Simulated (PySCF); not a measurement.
Si(H)(Me)(Vi)(OEt), SMILES C=C[SiH](C)OCC, singlet at its GFN2-xTB optimised geometry (Å):

```
19

Si    -1.1001    -1.2570     0.0000
C     -1.5206    -2.1576    -1.6108
C     -1.7686     0.5135     0.0000
C     -2.8625     0.9302     0.6181
O      0.5263    -1.2570     0.0000
C      1.4016    -0.6473     0.9073
C      2.7832    -0.5299     0.2814
H     -1.6316    -1.9543     1.1823
H     -2.5960    -2.2466    -1.7185
H     -1.0998    -3.1572    -1.6255
H     -1.1424    -1.6278    -2.4794
H     -1.2010     1.2458    -0.5669
H     -3.2033     1.9543     0.5767
H     -3.4740     0.2569     1.1968
H      1.4486    -1.2545     1.8199
H      1.0233     0.3446     1.1836
H      3.1498    -1.5159     0.0084
H      3.4740    -0.0733     0.9850
H      2.7326     0.0804    -0.6165
```

Computed with PBE0/def2-SVP (PySCF 2.14.0). Cells within 0.4 Å of a nucleus heavier than hydrogen are left out (blank, or x).

Map of the Laplacian of the electron density (e/bohr⁵), clipped to [-1.50, 1.50] on the plane z = 0.6 Å:

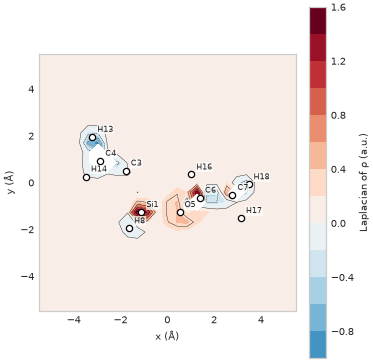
Fig. 1. Laplacian of the electron density (e/bohr⁵), clipped to [-1.50, 1.50] on the plane z = 0.6 Å.
